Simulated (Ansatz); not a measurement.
The structure below was relaxed with DFT with r2SCAN, PAW potentials and a 500 eV plane-wave cutoff in Ansatz (a quantum-chemistry and plane-wave program), scalar-relativistic without spin-orbit coupling.

```
CELL_PARAMETERS angstrom
     -1.24944     1.24944     5.30137
      1.24944    -1.24944     5.30137
      1.24944     1.24944    -5.30137
ATOMIC_POSITIONS crystal
  Cu 0.66454 0.66454 0.00000
  Ni 0.00000 0.00000 0.00000
  Cu 0.33546 0.33546 0.00000
```

Task: Find the space group and the Wyckoff positions.

Result: Space group I4/mmm (No. 139); a = b = 2.4989 Å, c = 10.6027 Å, α = β = γ = 90.00°

```json
[
 {"atom": "Cu", "site": "4e", "symmetry": "4mm", "x": "0.0000", "y": "0.0000", "z": "0.3355"},
 {"atom": "Ni", "site": "2a", "symmetry": "4/mmm", "x": "0.0000", "y": "0.0000", "z": "0.0000"}
]
```

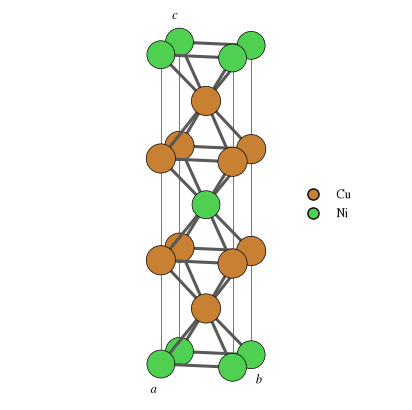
*The conventional cell*

These are small ordered cells, not random alloys; other orderings at the same x differ. Whether these cells are dynamically stable was not tested. Starting moments died away, wholly or in part, for x(Cu) = 0.667, 3 atoms, I4/mmm; another magnetic solution may exist. The final runs are not spin-polarised. The cell was made from Ni by this change: x(Cu) = 0.667, 3 atoms, I4/mmm.
